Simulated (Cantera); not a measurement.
Input: 1 mol Si, 0.047 mol O₂, 320 mol N₂, 0.21 mol CO₂, equilibrated at 94.0 Pa.

Equilibrium computed with Cantera from the NASA thermochemical tables; the gas is ideal and each condensed phase is pure. Candidate condensed phases: C, Si, SiC, SiO₂, Si₂N₂O, Si₃N₄; 34 gas species. N₂ is the only nitrogen source here; it is nearly inert below about 1500 K, so the nitride shown seldom forms there in practice. Mutual solubility and eutectic melting of coexisting phases are not modelled. The tables' values for SiN are old estimates; treat these amounts as uncertain. The numbers say what is thermodynamically allowed, not how fast it happens.

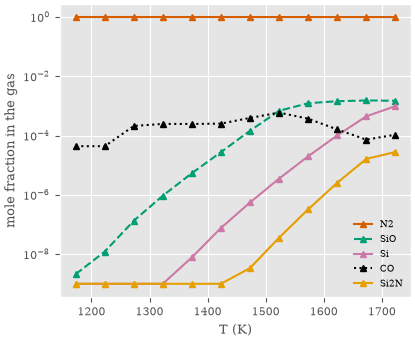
*Equilibrium gas composition (values under 1e-9 drawn at 1e-9)*

From 1173 K to 1223 K the condensed part is C(graphite) + Si₂N₂O(s). At 1273 K the condensed part is C(graphite) + SiC(s) + Si₂N₂O(s). From 1323 K to 1373 K the condensed part is SiC(s) + Si₂N₂O(s). From 1423 K to 1523 K the condensed part is SiC(s) + Si₂N₂O(s) + Si₃N₄(s). From 1573 K to 1623 K the condensed part is SiC(s) + Si₃N₄(s). At 1673 K the condensed part is Si(s) + SiC(s). At 1723 K the condensed part is SiC(s).
